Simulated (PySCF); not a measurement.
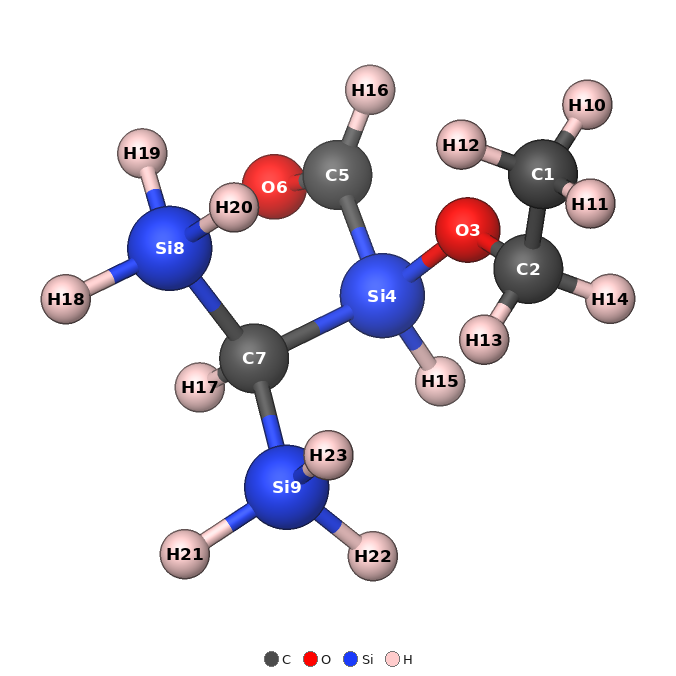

The geometry was computed by an optimisation with GFN2-xTB. No frequency run is at hand to confirm it as a minimum. Electric field gradients from the ground-state density, PBE0/pcSseg-1 (PySCF 2.14.0), non-relativistic apart from any core potentials.

Give the largest field-gradient component, the quadrupole coupling constant and the asymmetry for 17O at O3 (Q = −25.6 mb), 17O at O6 (Q = −25.6 mb).

| atom | V_zz (a.u.) | e²qQ/h (MHz) | η |
| --- | --- | --- | --- |
| O3 | 1.651 | −9.93 | 0.35 |
| O6 | −2.215 | 13.32 | 0.67 |

The geometry is semi-empirical. Around Si such bond lengths and angles can be off by a tenth of an ångström or more and by several degrees, and values that hang on the shape move with them.
